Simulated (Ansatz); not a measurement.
## Electronic structure of C2H9BGe (SMILES C[BH][GeH2][CH3]) in real space

Input file:

```
crystal:
  periodic: [false, false, false]
  atoms:
    - { symbol: C, position_ang: [-1.0146, 1.7729, -0.8218] }
    - { symbol: B, position_ang: [-1.0117, 0.5728, 0.1495] }
    - { symbol: Ge, position_ang: [0.7403, -0.1844, 0.7016] }
    - { symbol: C, position_ang: [0.9617, -2.0301, 0.1412] }
    - { symbol: H, position_ang: [-0.5631, 1.5477, -1.8073] }
    - { symbol: H, position_ang: [-0.5416, 2.6964, -0.3719] }
    - { symbol: H, position_ang: [-2.0934, 2.0922, -1.028] }
    - { symbol: H, position_ang: [-1.9689, 0.1048, 0.5417] }
    - { symbol: H, position_ang: [0.9067, -0.0926, 2.3] }
    - { symbol: H, position_ang: [1.9167, 0.6298, 0.0785] }
    - { symbol: H, position_ang: [0.20352, -2.66419, 0.48827] }
    - { symbol: H, position_ang: [0.90206, -2.01664, -1.01748] }
    - { symbol: H, position_ang: [2.0371, -2.32119, 0.37241] }
basis:
  gaussian: { orbitals: def2-SVP }
hamiltonian:
  xc: b3lyp
  dispersion: d4
relax:
  f_tol: 0.015
  max_steps: 40
output:
  orbitals: {}
```

Command:

```sh
ansatz run input.yaml --threads 2 --pin off --max-ram 3072MiB --backend cpu --events-out ev --progress --plain --runs-dir out
```

The fields are those of the relaxed geometry.

Level of theory: Ansatz, RKS B3LYP-D4/def2-SVP.

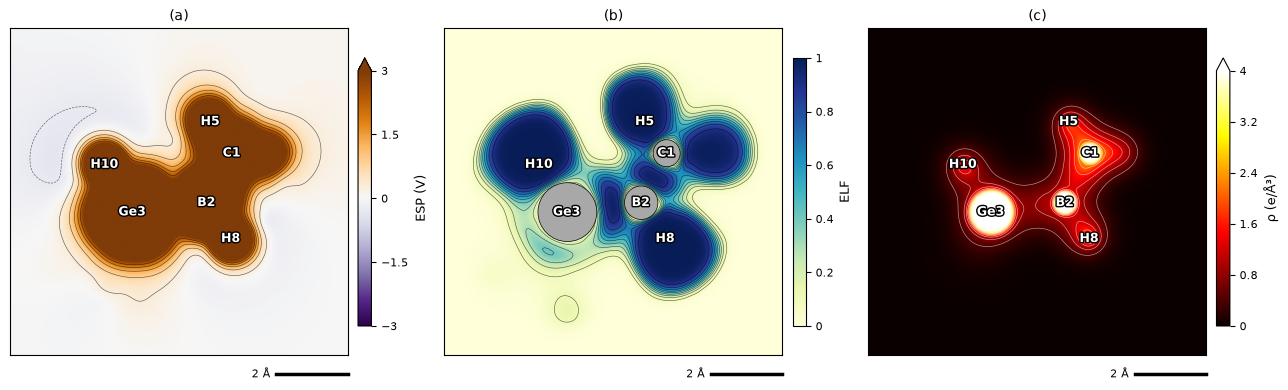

Figure 1. (a) molecular electrostatic potential; (b) ELF; (c) electron density on the plane of atoms Ge3, B2 and H8. Grey discs cover the atomic cores in the ELF map.

### What do the fields say about this system?

The section cuts through C, B, Ge and H sites. C–B (1.56 Å): ρ is about 1.4 e/Å³ halfway; the ELF peaks at about 1 between the atoms: a shared electron pair. Ge–B (2.08 Å): ρ is about 0.76 e/Å³ halfway; the ELF peaks at about 0.95 in the valence shell of B, 0.8 Å from its nucleus, and is about 0.85 at the midpoint. C–H (1.10 Å): ρ is about 1.9 e/Å³ halfway; the ELF climbs to about 1 towards the hydrogen, as it does in any bond to H; an ordinary covalent bond to hydrogen. B–H (1.21 Å): the density is about 1.2 e/Å³ at the midpoint; the ELF climbs to about 1 towards the hydrogen: an ordinary covalent bond to hydrogen. Ge–H (1.55 Å): ρ is about 1 e/Å³ halfway; the ELF climbs to about 1 towards the hydrogen. Outside the dense part of the molecule the potential is most negative (−0.4 V) near H10.

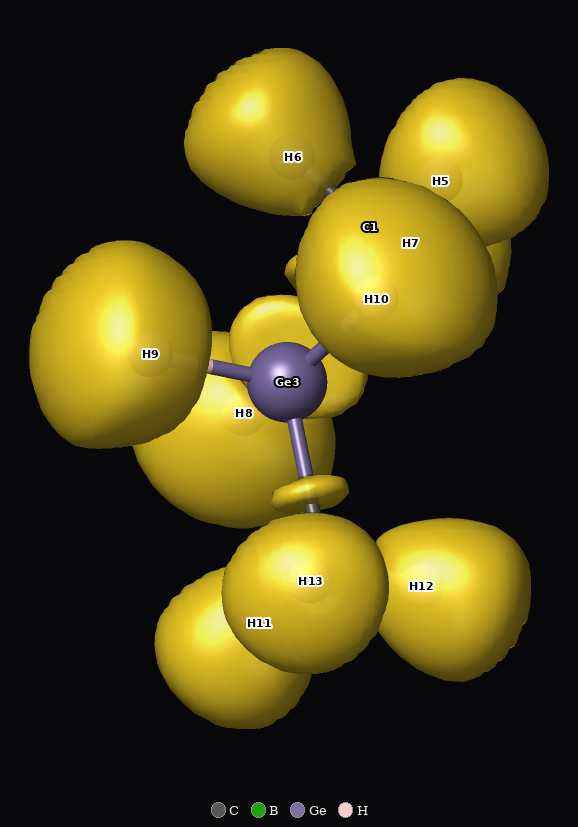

Figure 2. Isosurface of the electron localisation function at 0.85 (yellow), seen at an oblique angle. Only the valence region is drawn (cores and ρ < 0.01 e/Å³ removed).

### Describe the localisation domains.

The surface consists of one region between bonded B–C atoms (shared pairs), one region between bonded B–Ge atoms (shared pairs), nine regions around hydrogen nuclei and one lobe of the valence shell of C pointing towards Ge (polar bonds).


 C–Ge (1.98 Å): the ELF peaks at about 0.95 in the valence shell of C, 0.7 Å from its nucleus, and is about 0.70 at the midpoint.

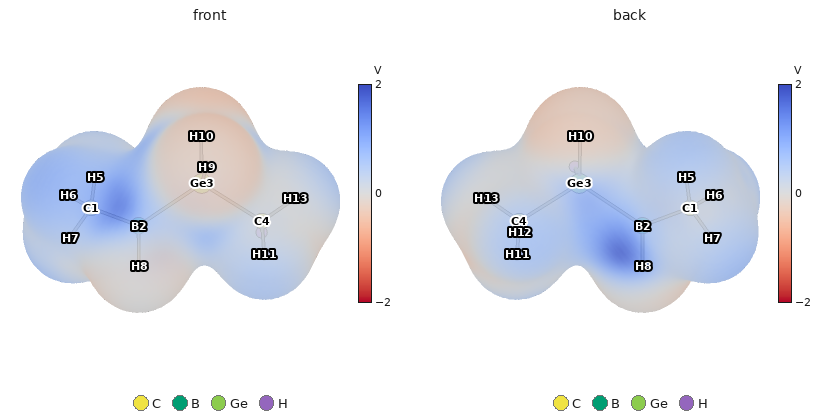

Figure 3. The electrostatic potential painted on the density surface at 0.002 e/bohr³, seen from the front and from behind; red is negative and blue positive.

### Which sites attract a positive test charge, and which a negative one?

A positive charge is drawn to the negative regions and a negative charge to the positive ones. The most negative region (about −0.4 V, or −9 kcal/mol for a unit charge) lies over H9 and H10, the most positive (about +1.5 V, or +35 kcal/mol for a unit charge) over B2.
